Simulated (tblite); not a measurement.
# Run report: C5H10O2Si (charge −1), geometry relaxation (part 1 of 2)

C5H10O2Si, charge −1, multiplicity 2, computed with GFN2-xTB geometry optimisation, gas phase (tblite 0.8.0).

It belongs to a series of runs on one base structure; here: electron added.

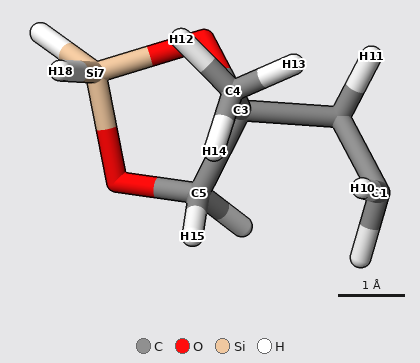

**Figure 1.** The starting structure (stick view, seen at a tilt; atoms are numbered from 1 in the order of the input). Bond lengths as drawn: C–C 1.48 to 1.54 Å, C–H 1.09 to 1.13 Å, C–O 1.37 to 1.38 Å, H–Si 1.44 to 1.45 Å and O–Si 1.73 Å.

Input file:
```
{"job": {"kind": "relax", "xc": "GFN2-xTB", "basis": "xTB"}, "charge": -1, "multiplicity": 2}
C      2.428400     0.474700    -0.376200
C      1.136000     0.715400    -1.177200
C     -0.071400     0.185500    -0.392700
C     -0.101700     0.978100     0.897600
C      0.098400    -1.273100    -0.198200
O     -1.079800    -1.962700    -0.242900
Si    -2.265100    -0.701900    -0.248000
O     -1.260200     0.463400    -1.036400
H      2.716000    -0.599300    -0.389900
H      2.358000     0.852900     0.662400
H      1.039800     1.833000    -1.232000
H     -1.174000     1.264400     1.116300
H      0.464400     1.924600     0.851800
H      0.294100     0.364500     1.723200
H      0.551800    -1.437100     0.812700
H      0.799300    -1.639800    -0.945800
H     -3.451400    -1.066800    -0.986200
H     -2.491400    -0.369300     1.149700
```

The first line tells a small driver script what to run in tblite; the rest is the geometry in Å.

Machine: 1 CPU thread, shared host.

Launched with:
```bash
OMP_NUM_THREADS=1 python <driver script> task.json out
```

Log:
```
step      E/eV     max force
  0    -700.97159    3.772
  1    -701.57701    1.846
  2    -701.73189    1.144
  3    -701.78510    1.084
  4    -701.94373    0.910
  5    -702.04067    1.140
  6    -702.15990    0.845
  7    -702.24908    0.899
  8    -702.35951    0.907
  9    -702.43683    0.987
 10    -702.56938    0.939
 11    -702.63525    0.735
 12    -702.69725    0.869
 13    -702.70486    1.607
 14    -702.78817    0.877
 15    -702.85199    0.844
 16    -702.95219    0.591
 17    -702.99171    0.698
 18    -703.02975    0.603
 19    -703.08174    0.672
 20    -703.13123    0.757
 21    -703.17087    1.109
 22    -703.24286    0.794
 23    -703.28296    0.450
 24    -703.33000    0.492
 25    -703.34468    0.503
 26    -703.37555    0.279
 27    -703.38595    0.287
 28    -703.39770    0.270
 29    -703.40610    0.263
 30    -703.41452    0.226
 31    -703.42440    0.288
 32    -703.43347    0.246
 33    -703.44112    0.246
 34    -703.44820    0.198
 35    -703.45574    0.260
 36    -703.46621    0.255
 37    -703.47908    0.272
 38    -703.49010    0.273
 39    -703.49937    0.300
 40    -703.51111    0.330
 41    -703.52309    0.337
 42    -703.53539    0.315
 43    -703.55716    0.566
 44    -703.58882    0.628
 45    -703.63536    0.574
 46    -703.66939    1.130
 47    -703.73430    0.994
 48    -703.83019    1.464
 49    -703.91023    2.555
 50    -703.91814    3.101
 51    -704.18470    1.288
 52    -704.30627    0.953
 53    -704.42156    0.843
 54    -704.49257    0.824
 55    -704.55018    0.511
 56    -704.58939    0.427
 57    -704.64980    0.638
 58    -704.69100    0.556
 59    -704.71767    0.430
 60    -704.73554    0.441
 61    -704.75190    0.481
 62    -704.76611    0.370
 63    -704.77820    0.201
 64    -704.78372    0.175
 65    -704.78751    0.159
 66    -704.79041    0.123
 67    -704.79409    0.131
 68    -704.79752    0.129
 69    -704.80137    0.134
 70    -704.80460    0.132
 71    -704.80710    0.118
 72    -704.80943    0.113
 73    -704.81219    0.143
 74    -704.81565    0.128
 75    -704.81888    0.118
 76    -704.82156    0.134
 77    -704.82385    0.104
 78    -704.82594    0.078
 79    -704.82751    0.074
 80    -704.82843    0.056
 81    -704.82896    0.054
 82    -704.82938    0.056
 83    -704.82975    0.051
 84    -704.83009    0.046
 85    -704.83042    0.044
 86    -704.83078    0.052
 87    -704.83122    0.071
 88    -704.83174    0.064
 89    -704.83228    0.051
 90    -704.83278    0.053
 91    -704.83321    0.047
 92    -704.83366    0.047
 93    -704.83416    0.053
 94    -704.83466    0.049
 95    -704.83509    0.041
 96    -704.83549    0.042
 97    -704.83591    0.041
 98    -704.83639    0.051
 99    -704.83681    0.043
100    -704.83712    0.050
101    -704.83736    0.050
102    -704.83765    0.038
103    -704.83800    0.049
104    -704.83843    0.060
105    -704.83889    0.053
106    -704.83941    0.057
107    -704.84005    0.054
108    -704.84088    0.068
109    -704.84197    0.097
110    -704.84350    0.136
111    -704.84560    0.104
112    -704.84606    0.363
113    -704.84621    0.278
114    -704.84957    0.252
115    -704.85079    0.109
116    -704.85150    0.058
117    -704.85269    0.056
118    -704.85355    0.069
119    -704.85428    0.067
120    -704.85501    0.059
121    -704.85555    0.064
122    -704.85601    0.070
123    -704.85658    0.101
124    -704.85750    0.098
125    -704.85973    0.123
126    -704.86232    0.167
127    -704.86708    0.260
128    -704.87231    0.249
129    -704.87434    0.402
130    -704.88204    0.242
131    -704.88532    0.194
132    -704.88889    0.151
133    -704.89198    0.135
134    -704.89437    0.132
135    -704.89847    0.114
136    -704.90078    0.112
137    -704.90197    0.104
138    -704.90270    0.095
139    -704.90339    0.056
140    -704.90409    0.066
141    -704.90482    0.080
142    -704.90602    0.093
143    -704.90823    0.128
144    -704.91110    0.143
145    -704.91500    0.157
146    -704.91920    0.134
147    -704.92066    0.268
148    -704.92477    0.237
149    -704.92847    0.149
150    -704.93249    0.237
151    -704.93684    0.150
152    -704.93938    0.269
153    -704.94288    0.174
154    -704.94586    0.133
155    -704.94907    0.173
156    -704.95270    0.151
157    -704.95671    0.191
158    -704.96013    0.144
159    -704.96257    0.136
160    -704.96451    0.139
161    -704.96457    0.202
162    -704.96620    0.165
163    -704.96785    0.115
164    -704.96889    0.082
165    -704.97096    0.102
166    -704.97263    0.114
167    -704.97471    0.130
168    -704.97733    0.141
169    -704.98098    0.176
170    -704.98421    0.152
171    -704.98793    0.114
172    -704.99112    0.093
173    -704.99320    0.080
174    -704.99446    0.098
175    -704.99548    0.088
176    -704.99652    0.104
177    -704.99785    0.098
178    -704.99900    0.076
179    -704.99983    0.061
180    -705.00030    0.042
181    -705.00065    0.042
182    -705.00091    0.041
183    -705.00122    0.036
184    -705.00149    0.028
185    -705.00173    0.026
186    -705.00190    0.031
187    -705.00204    0.028
188    -705.00216    0.024
189    -705.00227    0.019
190    -705.00236    0.019
191    -705.00244    0.019
192    -705.00252    0.023
193    -705.00262    0.025
194    -705.00276    0.026
195    -705.00294    0.029
196    -705.00316    0.027
197    -705.00340    0.025
198    -705.00360    0.026
199    -705.00377    0.030
200    -705.00390    0.032
201    -705.00403    0.028
202    -705.00416    0.028
203    -705.00435    0.041
204    -705.00459    0.046
205    -705.00489    0.039
206    -705.00522    0.035
207    -705.00556    0.033
208    -705.00586    0.046
209    -705.00611    0.046
210    -705.00629    0.029
211    -705.00642    0.023
212    -705.00651    0.023
213    -705.00659    0.023
214    -705.00668    0.019
215    -705.00679    0.030
216    -705.00692    0.025
217    -705.00704    0.042
218    -705.00713    0.018
219    -705.00719    0.016
220    -705.00723    0.017
221    -705.00726    0.013
222    -705.00729    0.013
223    -705.00731    0.011
224    -705.00734    0.013
225    -705.00737    0.012
226    -705.00740    0.011
227    -705.00741    0.008
```

Trajectory as extended XYZ (Å, eV, eV/Å), 12 of the 228 frames kept, from step=0 to step=227:
```
18
Properties=species:S:1:pos:R:3:forces:R:3 step=0 energy=-700.97159
C     2.4284    0.4747   -0.3762   -1.8940  -0.5830  -0.8400
C     1.1360    0.7154   -1.1772    1.9250   0.7170   1.3960
C    -0.0714    0.1855   -0.3927    2.2730   1.8800  -0.9570
C    -0.1017    0.9781    0.8976   -0.9530   0.6690   1.6300
C     0.0984   -1.2731   -0.1982    1.4750  -0.9000   1.1440
O    -1.0798   -1.9627   -0.2429   -2.6200   0.9920  -0.1880
Si   -2.2651   -0.7019   -0.2480    1.8490  -0.0340  -1.4780
O    -1.2602    0.4634   -1.0364   -3.0460  -2.1490   0.5760
H     2.7160   -0.5993   -0.3899   -0.0950   0.2410   0.2900
H     2.3580    0.8529    0.6624    0.9550   0.2840  -0.6620
H     1.0398    1.8330   -1.2320   -0.2590  -0.2670  -0.1680
H    -1.1740    1.2644    1.1163    1.0850  -0.1370   0.1040
H     0.4644    1.9246    0.8518   -0.2140  -0.5130  -0.0880
H     0.2941    0.3645    1.7232   -0.1880   0.4170  -0.0680
H     0.5518   -1.4371    0.8127    0.0220  -0.1200  -0.5130
H     0.7993   -1.6398   -0.9458   -0.0560  -0.3820  -0.1700
H    -3.4514   -1.0668   -0.9862    0.1200  -0.0550  -0.1000
H    -2.4914   -0.3693    1.1497   -0.3770  -0.0590   0.0920
18
Properties=species:S:1:pos:R:3:forces:R:3 step=21 energy=-703.17087
C     2.4766    0.4046   -0.5141    0.7510   0.3920  -0.3170
C     1.1815    0.7857   -0.8487    0.5380   0.3720   0.1120
C     0.0159    0.2471   -0.1555   -0.9670   0.1330  -0.2360
C    -0.1661    0.9596    1.1933   -0.0640  -0.1690   0.0530
C     0.0400   -1.2736   -0.0633    0.1880   0.0310   0.2140
O    -1.2415   -1.7818    0.1107    0.0140   0.4560  -0.3430
Si   -2.3946   -0.6293   -0.4505    0.3480   0.0060   0.0520
O    -1.2664    0.4946   -0.8747    0.0250  -0.4420   0.3130
H     2.6811   -0.3776    0.2151   -0.0010   0.2080  -0.4020
H     3.3392    1.0103   -0.8803   -0.7680  -0.7430   0.2950
H     1.0307    1.7739   -1.2633    0.0280   0.1140  -0.2060
H    -1.2288    1.1187    1.3780    0.2060   0.1600   0.2010
H     0.3969    1.8920    1.1553   -0.2920   0.0610   0.1850
H     0.2556    0.3238    1.9653    0.0280   0.0550   0.2280
H     0.6762   -1.5794    0.7768    0.0500  -0.2090   0.0450
H     0.5217   -1.5940   -1.0055   -0.3200  -0.3950   0.1670
H    -3.0989   -1.3271   -1.5247    0.0510  -0.0550  -0.0190
H    -3.2278   -0.4413    0.7746    0.1860   0.0250  -0.3420
18
Properties=species:S:1:pos:R:3:forces:R:3 step=41 energy=-703.52309
C     2.4682    0.3572   -0.7127   -0.2170   0.0970  -0.2390
C     1.1940    0.8998   -0.7286    0.0670   0.0650   0.0690
C     0.0390    0.3279   -0.0127    0.1060   0.0260   0.1270
C    -0.2028    0.9527    1.3859   -0.0510   0.0080  -0.1160
C     0.0663   -1.2098    0.1009   -0.0320   0.1260   0.0030
O    -1.2430   -1.6521    0.2256    0.0100  -0.0200  -0.0430
Si   -2.3057   -0.5895   -0.6020    0.0230  -0.1700   0.1450
O    -1.1799    0.5714   -0.7789   -0.0430   0.0960  -0.1170
H     2.6706   -0.5407   -0.1595    0.1340  -0.0320   0.0280
H     3.2556    0.7666   -1.3262   -0.0190  -0.0760  -0.0040
H     0.9654    1.7725   -1.3364    0.1850  -0.0270   0.2780
H    -1.2674    0.8992    1.6122    0.0590  -0.0770   0.1200
H     0.0989    2.0033    1.4154    0.0300  -0.1730  -0.0860
H     0.3602    0.3870    2.1362   -0.0600   0.2150  -0.1230
H     0.6764   -1.5534    0.9566   -0.1640   0.0310  -0.0930
H     0.5218   -1.6078   -0.8255   -0.1080  -0.0150   0.1480
H    -2.7402   -1.4102   -1.7319    0.0060  -0.0300  -0.1110
H    -3.3862   -0.3679    0.3700    0.0730  -0.0450   0.0160
18
Properties=species:S:1:pos:R:3:forces:R:3 step=62 energy=-704.76611
C     2.3267    0.1851   -1.1978    0.0930  -0.0980   0.0120
C     1.4667    0.8446   -0.3689   -0.1600  -0.1260   0.1460
C     0.4606    0.2861    0.4129   -0.0020  -0.0920  -0.0680
C    -0.1873    1.0878    1.4936   -0.2390  -0.2680   0.0890
C     0.0821   -1.1685    0.3920    0.1000  -0.0130  -0.0100
O    -1.2694   -1.4074    0.3137    0.0480   0.0790   0.1040
Si   -2.2359   -0.5768   -0.8163    0.1120  -0.0190   0.1650
O    -1.7397    0.8255   -1.2153   -0.0720  -0.1350   0.0630
H     2.3026   -0.8875   -1.2978    0.0020   0.0900  -0.0690
H     3.0917    0.7020   -1.7512   -0.0400   0.0510  -0.0360
H     1.5747    1.9213   -0.2851    0.0530   0.0100  -0.0040
H    -1.1048    0.5825    1.8197    0.2880   0.1160  -0.0800
H    -0.4567    2.0828    1.1584    0.0580   0.1000  -0.0810
H     0.5055    1.1681    2.3442   -0.1370   0.0620   0.0030
H     0.4588   -1.6242    1.3391   -0.1800   0.0350  -0.0050
H     0.6100   -1.7036   -0.4123   -0.0410   0.1000  -0.1630
H    -2.4075   -1.5649   -1.9291    0.0860   0.0090   0.0060
H    -3.4868   -0.7465   -0.0114    0.0310   0.0990  -0.0730
18
Properties=species:S:1:pos:R:3:forces:R:3 step=83 energy=-704.82975
C     2.3256    0.1886   -1.2135    0.0250  -0.0440   0.0050
C     1.5176    0.7976   -0.2948   -0.0090   0.0220  -0.0120
C     0.4955    0.2497    0.4649   -0.0090   0.0290  -0.0080
C    -0.2048    1.1008    1.4710    0.0200   0.0320   0.0120
C     0.0548   -1.1798    0.3982    0.0110  -0.0080   0.0030
O    -1.3075   -1.3348    0.4642    0.0190  -0.0160  -0.0100
Si   -2.2110   -0.5868   -0.7665   -0.0010   0.0260  -0.0020
O    -1.7522    0.8223   -1.1761   -0.0190  -0.0260  -0.0110
H     2.2388   -0.8542   -1.4622   -0.0180   0.0140   0.0130
H     3.0687    0.7516   -1.7531   -0.0010  -0.0070   0.0040
H     1.6877    1.8599   -0.1350    0.0210  -0.0180   0.0020
H    -1.1225    0.6106    1.7819    0.0090  -0.0160  -0.0030
H    -0.4597    2.0642    1.0337   -0.0100  -0.0020   0.0280
H     0.4305    1.2713    2.3495   -0.0130   0.0060  -0.0040
H     0.4896   -1.7231    1.2660   -0.0040   0.0060  -0.0020
H     0.4601   -1.6554   -0.5089   -0.0320   0.0200  -0.0180
H    -2.1991   -1.6232   -1.8477    0.0090   0.0000  -0.0040
H    -3.5209   -0.7531   -0.0833    0.0020  -0.0200   0.0080
```
